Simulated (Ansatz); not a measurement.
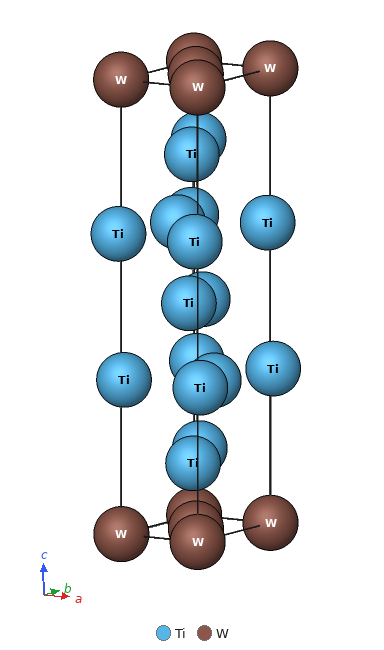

The image is a spheres-only drawing of a crystal, viewed slightly off an axis. The conventional unit cell is drawn as a box.

Ti5W, space group P-1 (No. 2), a = 2.832 Å, b = 5.413 Å, c = 13.632 Å, α = 90.06°, β = 90.79°, γ = 102.93°. The structure comes from a structure type filled with these elements by a generator (whether the compound takes this form wasn't checked). Earlier steps of the study, as a rule a relaxation of our own, may have changed the cell and positions, so they can lie some per cent off the listed ones. Ansatz was used for an electronic-structure calculation on it.

This one geometry was computed with Ansatz (DFT, plane waves, PAW) at three levels of theory: PBE, r2SCAN and PBEsol.

### Which level gives the highest pressure at this volume, and what does that say about its equilibrium volume?

Highest: PBE (0.0 GPa), which points to the largest equilibrium volume. Lowest, with the smallest volume: PBEsol (-5.1 GPa). Levels within 0.5 GPa of each other can't be told apart.

### How does the band gap change with the level of theory?

All levels give a metal.

### Collect the results in a table.

| level | cutoff (eV) | k-mesh of the run's cell | gap (eV) | pressure (GPa) |
| --- | --- | --- | --- | --- |
| PBE | 420 | 14×8×4 | metal | 0.0 |
| r2SCAN | 500 | 14×8×4 | metal | -1.2 |
| PBEsol | 420 | 14×8×4 | metal | -5.1 |

Gaps are taken on the k-mesh or band path of each run.
